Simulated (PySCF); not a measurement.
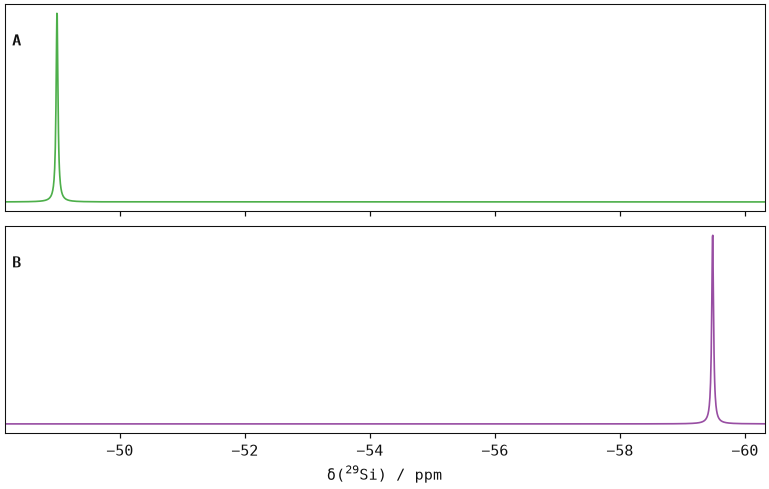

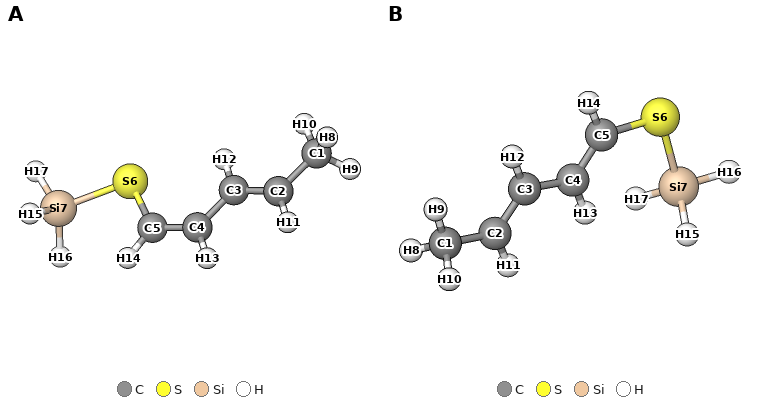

Related molecules: A is C₅H₁₀SSi, SMILES C/C=C/C=C\S[SiH3]; B is C₅H₁₀SSi, SMILES C/C=C/C=C/S[SiH3]. GIAO ²⁹Si shifts against TMS, PBE0/pcSseg-1, PySCF, at a PBE0-D3(BJ)/def2-SVP geometry (no frequency check); fully decoupled, line heights follow the number of nuclei within a panel, widths are arbitrary (no quadrupolar broadening); values of one conformer, averaged over methyl-type rotors and exact or near symmetry; other conformers aren't averaged in.

Question: How does the ²⁹Si shift respond?

Answer: From A (−49.0 ppm) to B (−59.5 ppm) the nucleus is shielded by 10.5 ppm.
